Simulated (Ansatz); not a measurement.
ClGeH₃ (SMILES [Cl][GeH3])

The calculation's input:

```
crystal:
  periodic: [false, false, false]
  atoms:
    - {symbol: Cl, position_ang: [-1.875834, -0.025110, 0.641260]}
    - {symbol: Ge, position_ang: [0.161847, -0.013883, -0.060597]}
    - {symbol: H, position_ang: [0.160355, 0.656169, -1.438094]}
    - {symbol: H, position_ang: [0.618957, -1.473716, -0.140635]}
    - {symbol: H, position_ang: [0.984474, 0.782939, 0.956666]}
basis:
  gaussian: {orbitals: def2-TZVPP}
hamiltonian: {xc: pbe0, dispersion: d4}
output: {orbitals: {seedname: orbitals}}
```

Command:

```sh
ansatz run in.yaml --threads 2 --pin off --events-out ev --progress --plain --max-ram 32768MiB --backend cpu
```

Geometry: PBE0-D4/def2-TZVP.

Level of theory: RKS PBE0-D4/def2-TZVPP in Ansatz 0.2.0.

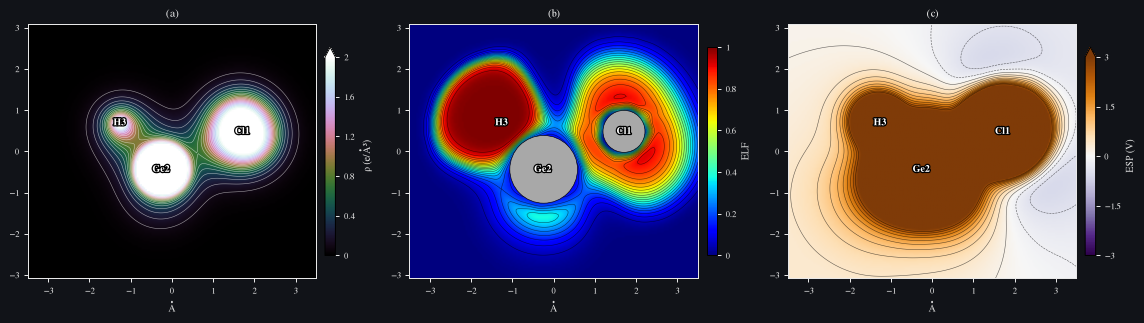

Figure 1. (a) electron density; (b) electron localisation function; (c) electrostatic potential on the plane of atoms Cl1, Ge2 and H3. Grey discs cover the atomic cores in the ELF map.

Q: What does the map show?

A:
- Atoms in the plane: Cl, Ge and H.
- Ge–Cl (2.16 Å): ρ at the midpoint is about 0.77 e/Å³; the ELF peaks at about 0.85 in the valence shell of Cl, 0.9 Å from its nucleus, and is about 0.70 at the midpoint.
- Ge–H (1.53 Å): ρ is about 1.1 e/Å³ halfway; the ELF climbs to about 1 towards the hydrogen.
- The ELF also peaks beside Cl1, away from the bonds: lone-pair regions.
- Outside the dense part of the molecule the potential is most negative (−0.6 V) near Cl1.

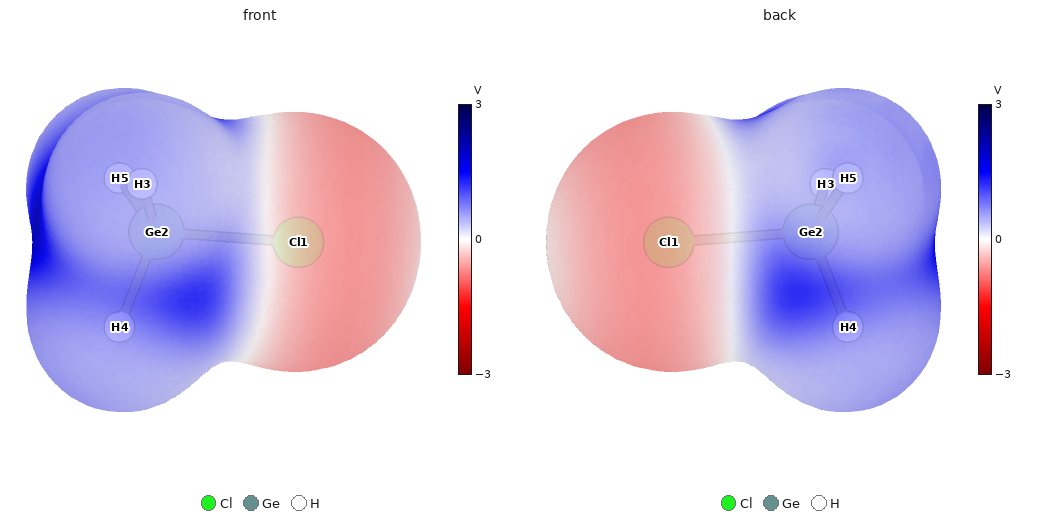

Figure 2. The molecular electrostatic potential painted on the density surface at 0.002 e/bohr³, seen from the front and from behind; the colour scale runs from red (negative) to blue (positive).

Q: Where is the surface potential most negative and most positive?

A: The most negative region (about −0.6 V) lies over Cl1, the most positive (about +1.9 V) over Ge2.

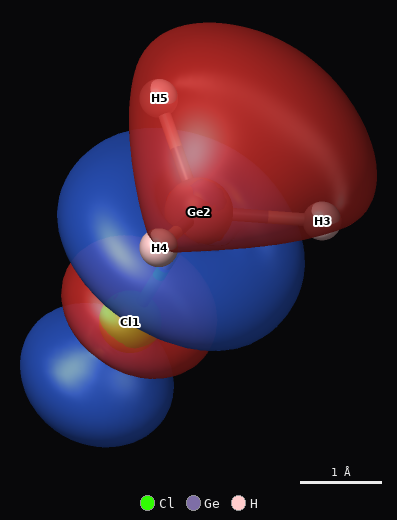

Figure 3. The LUMO at ±0.1 Å⁻³ᐟ² (red and blue are the two phases), seen at an oblique angle.

Q: Where does this orbital lie, and at what energy?

A: By Hirshfeld shares it lies mainly on Ge2 (about 55 %) and Cl1 (about 30 %). Its energy is −0.29 eV.
